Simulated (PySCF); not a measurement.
## A study: AlH2(NH2) (AlH4N)

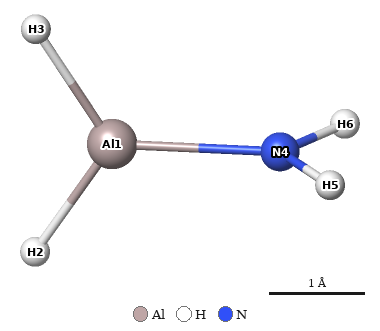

The molecule, with its atoms numbered as below. No frequency check shows the geometry to be a minimum.

Geometry (Å), atoms numbered from 1:

```
Al1     -0.6489    0.0000    0.0000
H2      -1.4592   -1.3106    0.0435
H3      -1.4594    1.3106   -0.0437
N4       1.1265   -0.0000    0.0000
H5       1.7347    0.0708    0.8084
H6       1.7346   -0.0706   -0.8087
```

## 1. Bonding charge

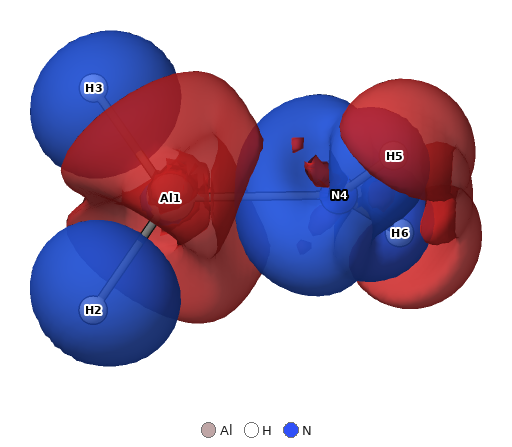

Deformation density (molecule less spherical, spin-averaged free atoms at the same positions), surfaces at ±0.04 e/Å³; blue: gain, red: loss.

PySCF calculation, B3LYP/def2-SVPD, gas phase; geometry: GFN2-xTB.

**Describe the bonding that the map shows.**

N4–H5 and N4–H6: +0.75 e/Å³ at the bond critical point (bond length 1.01 Å). Al1–H2 and Al1–H3: +0.16 e/Å³ at the bond critical point (bond length 1.54 Å). Al1–N4: +0.08 e/Å³ at the bond critical point (bond length 1.77 Å); up to 0.6 Å beside the axis the gain reaches +0.37 e/Å³. In all, 1.4 electrons gather in the regions of gain relative to the promolecule. A small or negative value marks a very polar bond, one between electron-rich atoms, whose free-atom densities already overlap strongly, a long bond to a heavier atom, or a closed-shell contact such as a hydrogen bond.

**Where do the Hirshfeld charges lie?**

The highest Hirshfeld charge is on Al1 (+0.55 e), the lowest on N4 (−0.37 e).

```csv
atom,charge (e)
Al1,+0.55
H2,−0.18
H3,−0.18
N4,−0.37
H5,+0.10
H6,+0.10
```

## 2. Bond critical points

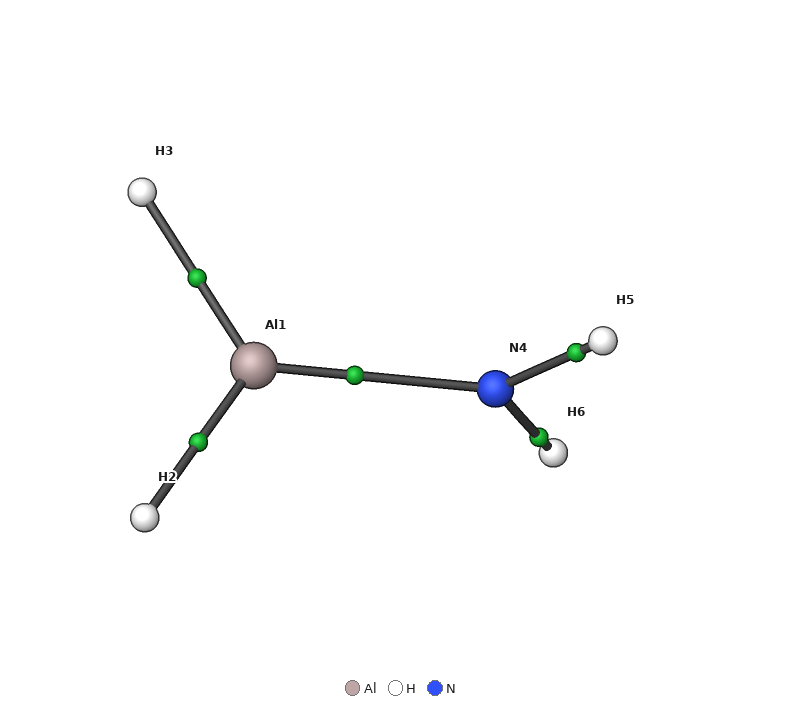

Molecular graph of the electron density (QTAIM): bond paths, bond critical points (green), ring points (magenta, if any); weak paths are dashed.

**How many critical points of each kind are there, and does the count close?**

6 nuclei, 5 bond, 0 ring and 0 cage critical points: 6 − 5 + 0 − 0 = 1, as the Poincaré–Hopf relation requires.

**Give the properties at the bond critical points.**

| bond | length (Å) | ρ (a.u.) | ∇²ρ (a.u.) | ε | H (a.u.) |
| --- | --- | --- | --- | --- | --- |
| N4–H5 (2 alike) | 1.014 | 0.326 | −1.46 | 0.04 | −0.421 |
| Al1–N4 | 1.775 | 0.096 | +0.66 | 0.14 | −0.011 |
| Al1–H2 (2 alike) | 1.542 | 0.086 | +0.30 | 0.03 | −0.028 |

**What kind of interaction is N4–H5?**

Shared-shell (covalent): ρ = 0.326, ∇²ρ = −1.46, H = −0.421 a.u.

## 3. Local ionisation energy

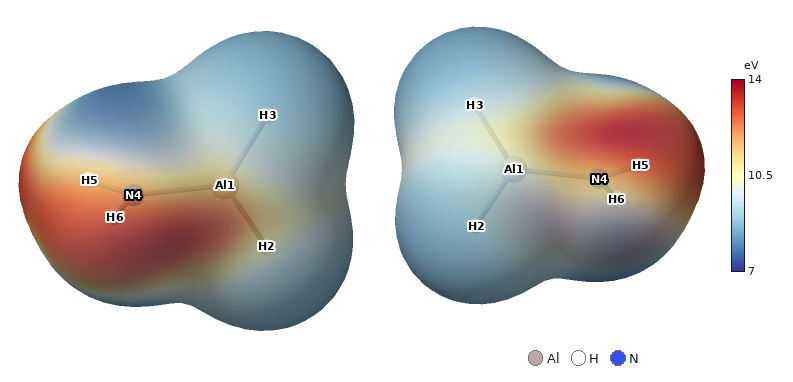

Average local ionisation energy on the surface of electron density 0.001 a.u. (back view left, front view right).

**Where are the most loosely bound electrons on this surface?**

The lowest value is 7.8 eV, over N4, off the plane of its three bonds (2.1 Å), and at like points elsewhere. Further minima include 8.5 eV, 1.6 Å from H3, and at like points elsewhere. For comparison, the highest occupied orbital lies at −6.6 eV.

**What volume does the surface enclose, and what is the dipole moment?**

About 77 Å³; the dipole moment is 1.2 D.

## 4. Removing or adding an electron

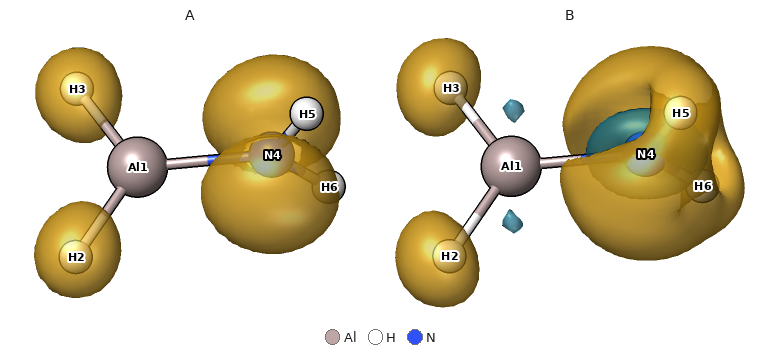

The Fukui function f⁻ from two separate SCF calculations and the density of the HOMO, at ±0.03 e/Å³ (yellow positive, teal negative).

Level of theory: ωB97X/6-311+G** (PySCF), at a geometry from GFN2-xTB.

**Which panel is which, and how good is the frozen-orbital picture?**

B is f⁻ (it has negative regions), A the HOMO density. The HOMO lies on N4 (59 %), Al1 (13 %) and H2 and H3 (8 % each); f⁻ (Hirshfeld-condensed) is largest on N4 (0.37); the vertical ionisation energy is 9.40 eV. Relaxation shifts 22 % of the electron between atoms. The orbital energy is −9.27 eV.

The PySCF runs shown took 3.7 s and 37 s on 1 thread of Arm Neoverse V2, with other jobs on the host.
